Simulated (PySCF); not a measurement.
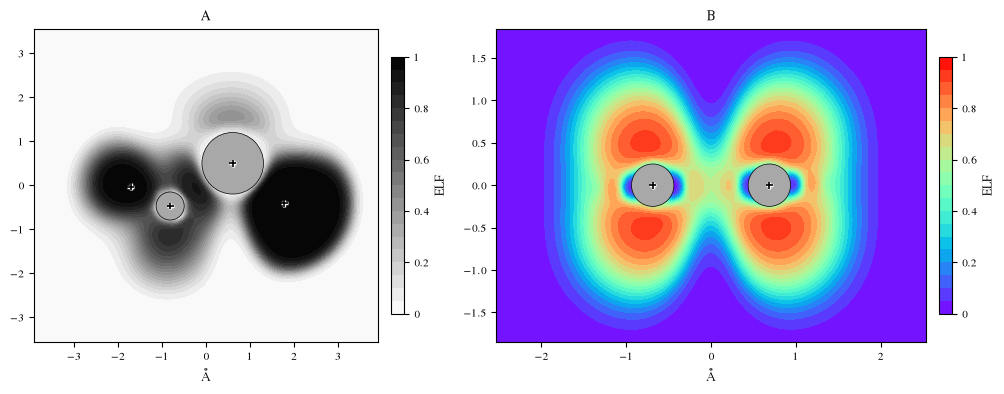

The electron localisation function of 2 systems, each on a plane through atoms (crosses mark nuclei in the plane; grey discs cover the cores).

Method: PySCF, PBE0/pcSseg-2, SCF density, gas phase, non-relativistic.

System 1: H5NSi (silanamine), the plane of atoms N1, Si2 and H6. Geometry: PBE0-D3(BJ)/def2-TZVP.

```xyz
7

N     1.1814   -0.1813    0.2485
Si   -0.5040    0.0802    0.0167
H     1.8405    0.4291   -0.2079
H     1.5342   -1.1247    0.2733
H    -1.2362   -0.7693    0.9911
H    -0.7819    1.5171    0.2717
H    -1.0343   -0.2430   -1.3421
```

System 2: F2 (SMILES FF), a plane that holds the molecular axis. Geometry: PBE0-D3(BJ)/def2-TZVP.

| atom | x (Å) | y (Å) | z (Å) |
| --- | --- | --- | --- |
| F | 0.6964 | -0.0280 | 0.0011 |
| F | -0.6789 | -0.0008 | -0.0132 |

Match each panel to its system.

Panel A is system 1, H5NSi: the plane holds N, Si and H. Si–N (1.72 Å): the ELF peaks at about 0.90 between the atoms; a shared but strongly polarised pair. Panel B is system 2, F2: the plane holds F. F–F (1.38 Å): the ELF peaks at about 0.70 between the atoms.
